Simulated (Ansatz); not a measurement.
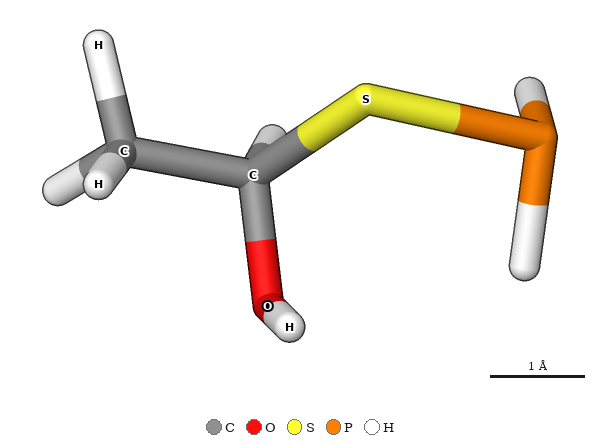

**Figure 1.** The structure as given in the input (stick view, seen at a tilt).

C₂H₇OPS: geometry relaxation (part 1 of 2)

C₂H₇OPS, SMILES CC(O)SP, computed with RKS PBE0/def2-SVP (Ansatz 0.2.0).

It belongs to a series of runs on one base structure; here: end point A relaxed.

**The program's output**
```
The last accepted step is kept in [file] (removed where the run ends without a failure and the disk answers)
Engine: ansatz 0.2.0, aarch64-unknown-linux-gnu
Functional definition: PBE0
  parameter a = 0.25
  parameter kappa = 0.804
  parameter beta = 0.06672455060314922
  exchange = (1 - a)*pbe_x(kappa = kappa, mu = beta*pi^2/3) + a*exact_x
  correlation = pbe_c(beta = beta)
1211 factors; integrals over basis functions are off by at most 3.5e-4 eV
mean field evaluation 1: about -24332.0959 eV, gradient 4.9e1 eV
mean field evaluation 2: about -24327.3956 eV, gradient 6.8e1 eV
mean field evaluation 4: about -24337.4293 eV, gradient 2.7e0 eV
mean field evaluation 8: about -24337.4731 eV, gradient 2.6e-1 eV
mean field evaluation 16: about -24337.4733 eV, gradient 2.6e-5 eV
mean field -24337.47329743 eV, -894.3856471487 hartree, gradient 2.6e-5 eV, S^2 0.000000; 0 other end points of the search recorded, 0 dependent functions left out
the calculation of the forces begins
reference -24337.47332221 eV, -894.3856480592 hartree; 29, 29 occupied and 84, 84 virtual orbitals, 1211 factors
relax step   1: F+E_penalty+E_count = -24337.47329743 eV  Δ(F+E_penalty+E_count) = +0.000e0 eV  max|allowed force component| = 3.721e0 eV/Å  Δτ_max = 0.0000 Å  (27 SCF iters, accepted)
these checks for a lower state are left out or cut short: starts, cluster_reference, orbital_swaps, neighbouring_geometries, increment
1211 factors; integrals over basis functions are off by at most 3.1e-4 eV
mean field -24337.77842916 eV, -894.3968605328 hartree, gradient 1.9e-5 eV, S^2 0.000000; 0 other end points of the search recorded, 0 dependent functions left out
the calculation of the forces begins
reference -24337.77845405 eV, -894.3968614474 hartree; 29, 29 occupied and 84, 84 virtual orbitals, 1211 factors
relax step   2: F+E_penalty+E_count = -24337.77842916 eV  Δ(F+E_penalty+E_count) = -3.051e-1 eV  max|allowed force component| = 1.041e0 eV/Å  Δτ_max = 0.1284 Å  (29 SCF iters, accepted)
these checks for a lower state are left out or cut short: starts, cluster_reference, orbital_swaps, neighbouring_geometries, increment
1211 factors; integrals over basis functions are off by at most 3.1e-4 eV
mean field -24337.86078687 eV, -894.3998871228 hartree, gradient 1.1e-5 eV, S^2 0.000000; 0 other end points of the search recorded, 0 dependent functions left out
the calculation of the forces begins
reference -24337.86081190 eV, -894.3998880426 hartree; 29, 29 occupied and 84, 84 virtual orbitals, 1211 factors
relax step   3: F+E_penalty+E_count = -24337.86078687 eV  Δ(F+E_penalty+E_count) = -8.236e-2 eV  max|allowed force component| = 6.376e-1 eV/Å  Δτ_max = 0.0863 Å  (29 SCF iters, accepted)
these checks for a lower state are left out or cut short: starts, cluster_reference, orbital_swaps, neighbouring_geometries, increment
1211 factors; integrals over basis functions are off by at most 3.1e-4 eV
mean field evaluation 32: about -24337.6420 eV, gradient 6.6e0 eV
mean field -24337.81631763 eV, -894.3982529085 hartree, gradient 2.2e-5 eV, S^2 0.000000; 0 other end points of the search recorded, 0 dependent functions left out
the calculation of the forces begins
reference -24337.81634265 eV, -894.3982538279 hartree; 29, 29 occupied and 84, 84 virtual orbitals, 1211 factors
relax step   4: F+E_penalty+E_count = -24337.81631763 eV  Δ(F+E_penalty+E_count) = +4.447e-2 eV  max|allowed force component| = 9.120e-1 eV/Å  Δτ_max = 0.1248 Å  (28 SCF iters, rejected (line search))
these checks for a lower state are left out or cut short: starts, cluster_reference, orbital_swaps, neighbouring_geometries, increment
1211 factors; integrals over basis functions are off by at most 3.1e-4 eV
mean field -24337.88231876 eV, -894.4006784051 hartree, gradient 7.0e-6 eV, S^2 0.000000; 0 other end points of the search recorded, 0 dependent functions left out
the calculation of the forces begins
reference -24337.88234378 eV, -894.4006793247 hartree; 29, 29 occupied and 84, 84 virtual orbitals, 1211 factors
relax step   5: F+E_penalty+E_count = -24337.88231876 eV  Δ(F+E_penalty+E_count) = -2.153e-2 eV  max|allowed force component| = 1.718e-1 eV/Å  Δτ_max = 0.0607 Å  (30 SCF iters, accepted)
these checks for a lower state are left out or cut short: starts, cluster_reference, orbital_swaps, neighbouring_geometries, increment
1211 factors; integrals over basis functions are off by at most 3.1e-4 eV
mean field -24337.88609681 eV, -894.4008172459 hartree, gradient 7.4e-6 eV, S^2 0.000000; 0 other end points of the search recorded, 0 dependent functions left out
the calculation of the forces begins
reference -24337.88612188 eV, -894.4008181674 hartree; 29, 29 occupied and 84, 84 virtual orbitals, 1211 factors
relax step   6: F+E_penalty+E_count = -24337.88609681 eV  Δ(F+E_penalty+E_count) = -3.778e-3 eV  max|allowed force component| = 7.690e-2 eV/Å  Δτ_max = 0.0667 Å  (29 SCF iters, accepted)
these checks for a lower state are left out or cut short: starts, cluster_reference, orbital_swaps, neighbouring_geometries, increment
1211 factors; integrals over basis functions are off by at most 3.1e-4 eV
mean field -24337.88709457 eV, -894.4008539131 hartree, gradient 7.1e-6 eV, S^2 0.000000; 0 other end points of the search recorded, 0 dependent functions left out
the calculation of the forces begins
reference -24337.88711964 eV, -894.4008548346 hartree; 29, 29 occupied and 84, 84 virtual orbitals, 1211 factors
relax step   7: F+E_penalty+E_count = -24337.88709457 eV  Δ(F+E_penalty+E_count) = -9.978e-4 eV  max|allowed force component| = 2.528e-2 eV/Å  Δτ_max = 0.0263 Å  (30 SCF iters, accepted)
these checks for a lower state are left out or cut short: starts, cluster_reference, orbital_swaps, neighbouring_geometries, increment
1211 factors; integrals over basis functions are off by at most 3.1e-4 eV
mean field evaluation 64: about -24337.8872 eV, gradient 1.0e-5 eV
mean field -24337.88719882 eV, -894.4008577441 hartree, gradient 1.0e-5 eV, S^2 0.000000; 0 other end points of the search recorded, 0 dependent functions left out
the calculation of the forces begins
reference -24337.88722389 eV, -894.4008586653 hartree; 29, 29 occupied and 84, 84 virtual orbitals, 1211 factors
relax step   8: F+E_penalty+E_count = -24337.88719882 eV  Δ(F+E_penalty+E_count) = -1.042e-4 eV  max|allowed force component| = 9.861e-3 eV/Å  Δτ_max = 0.0044 Å  (23 SCF iters, accepted)
these checks for a lower state are left out or cut short: starts, cluster_reference, orbital_swaps, neighbouring_geometries, increment
1211 factors; integrals over basis functions are off by at most 3.0e-4 eV
mean field -24337.88739338 eV, -894.4008648942 hartree, gradient 2.6e-5 eV, S^2 0.000000; 0 other end points of the search recorded, 0 dependent functions left out
the calculation of the forces begins
reference -24337.88741844 eV, -894.4008658152 hartree; 29, 29 occupied and 84, 84 virtual orbitals, 1211 factors
relax step   9: F+E_penalty+E_count = -24337.88739338 eV  Δ(F+E_penalty+E_count) = -1.946e-4 eV  max|allowed force component| = 1.869e-2 eV/Å  Δτ_max = 0.0181 Å  (23 SCF iters, accepted)
these checks for a lower state are left out or cut short: starts, cluster_reference, orbital_swaps, neighbouring_geometries, increment
1211 factors; integrals over basis functions are off by at most 3.0e-4 eV
mean field -24337.88744589 eV, -894.4008668238 hartree, gradient 2.2e-5 eV, S^2 0.000000; 0 other end points of the search recorded, 0 dependent functions left out
the calculation of the forces begins
reference -24337.88747094 eV, -894.4008677443 hartree; 29, 29 occupied and 84, 84 virtual orbitals, 1211 factors
relax step  10: F+E_penalty+E_count = -24337.88744589 eV  Δ(F+E_penalty+E_count) = -5.251e-5 eV  max|allowed force component| = 2.565e-2 eV/Å  Δτ_max = 0.0096 Å  (23 SCF iters, accepted)
these checks for a lower state are left out or cut short: starts, cluster_reference, orbital_swaps, neighbouring_geometries, increment
1211 factors; integrals over basis functions are off by at most 3.0e-4 eV
mean field -24337.88746325 eV, -894.4008674618 hartree, gradient 1.8e-5 eV, S^2 0.000000; 0 other end points of the search recorded, 0 dependent functions left out
the calculation of the forces begins
reference -24337.88748830 eV, -894.4008683823 hartree; 29, 29 occupied and 84, 84 virtual orbitals, 1211 factors
relax step  11: F+E_penalty+E_count = -24337.88746325 eV  Δ(F+E_penalty+E_count) = -1.736e-5 eV  max|allowed force component| = 1.202e-2 eV/Å  Δτ_max = 0.0080 Å  (23 SCF iters, accepted)
1211 factors; integrals over basis functions are off by at most 3.0e-4 eV
mean field evaluation 96: about -24337.8875 eV, gradient 2.6e-3 eV
```

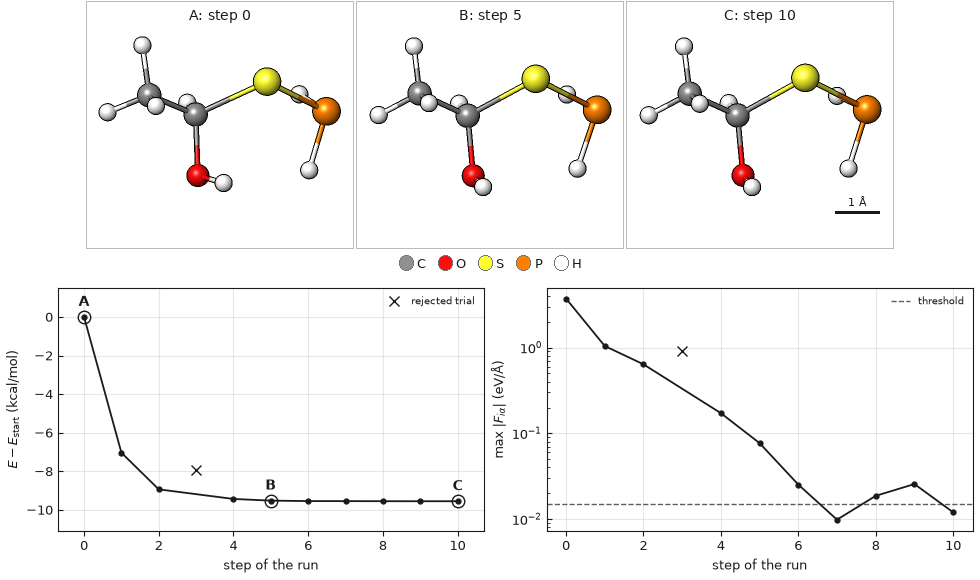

**Figure 2.** Frames of the relaxation (ball-and-stick view, seen at a tilt) above the curves, on which the letters mark them (the first geometry is step 0 here and step 1 in the log).

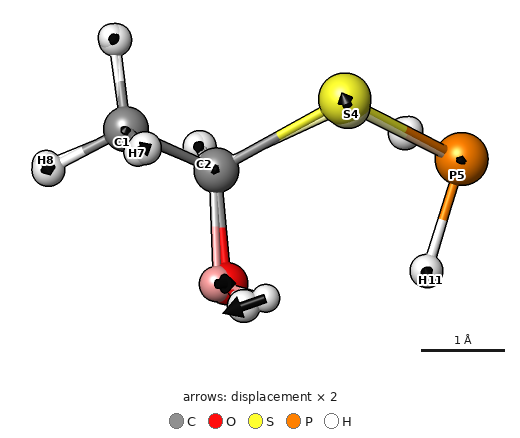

**Figure 3.** Start (faint) and end (solid) with the displacements as black arrows, magnified 2 times (ball-and-stick view, seen at a tilt). The two geometries are laid on each other by the best rigid fit. The energy falls by 9.55 kcal/mol in 10 geometry steps. The largest force component goes from 3.7 to 0.012 eV/Å. The line search rejected the trial step at point 3 (counted from 0) and went back. H10 moves most after the best rigid fit: 0.28 Å. Largest moves by element: H 0.28 Å, O 0.15 Å, S 0.10 Å, P 0.05 Å, C 0.05 Å. Distances before and after: S4–P5 2.053 → 2.120 Å, C1–H6 1.160 → 1.099 Å, C1–C2 1.457 → 1.517 Å, P5–H12 1.382 → 1.433 Å. Among the angles that change: C1–C2–O3 106.8° → 113.1°, H6–C1–H8 103.7° → 108.9°, C1–C2–S4 112.1° → 107.2°. (Atoms are counted from 1 in the order of the input.)

```
mean field -24337.88746325 eV, -894.4008674618 hartree, gradient 1.8e-5 eV, S^2 0.000000; 1 other end points of the search recorded, 0 dependent functions left out
the calculation of the forces begins
reference -24337.88748830 eV, -894.4008683823 hartree; 29, 29 occupied and 84, 84 virtual orbitals, 1211 factors
Total energy: -24337.88748830 eV, -894.4008683823 hartree
Atom 0 at    -1.680784     0.487444    -0.222884 Å, force    -0.002371     0.000518    -0.001193 eV/Å
Atom 1 at    -0.265711    -0.058411    -0.248447 Å, force    -0.000284     0.005617     0.006205 eV/Å
Atom 2 at    -0.180130    -1.368480     0.198917 Å, force     0.000236    -0.003703     0.001722 eV/Å
Atom 3 at     0.791267     1.106442     0.736177 Å, force     0.002994    -0.012020    -0.002670 eV/Å
Atom 4 at     2.732552     0.273330     0.556261 Å, force     0.010389     0.007789    -0.000876 eV/Å
Atom 5 at    -1.730272     1.495409    -0.659110 Å, force     0.000166    -0.000380    -0.000186 eV/Å
Atom 6 at    -2.059101     0.543817     0.810927 Å, force     0.000432    -0.000897    -0.000957 eV/Å
Atom 7 at    -2.337885    -0.182201    -0.797758 Å, force    -0.000977     0.000456    -0.000603 eV/Å
Atom 8 at     0.132633    -0.058732    -1.275166 Å, force    -0.001406    -0.000370    -0.001218 eV/Å
Atom 9 at    -0.497358    -1.389571     1.111400 Å, force     0.000504     0.001597    -0.002741 eV/Å
Atom 10 at     2.359983    -1.098604     0.695805 Å, force    -0.008198     0.002531    -0.000162 eV/Å
Atom 11 at     2.811906     0.194456    -0.872023 Å, force    -0.001486    -0.001137     0.002678 eV/Å
Dipole moment:    -0.316765    -0.161564    -0.105661 e Å
```
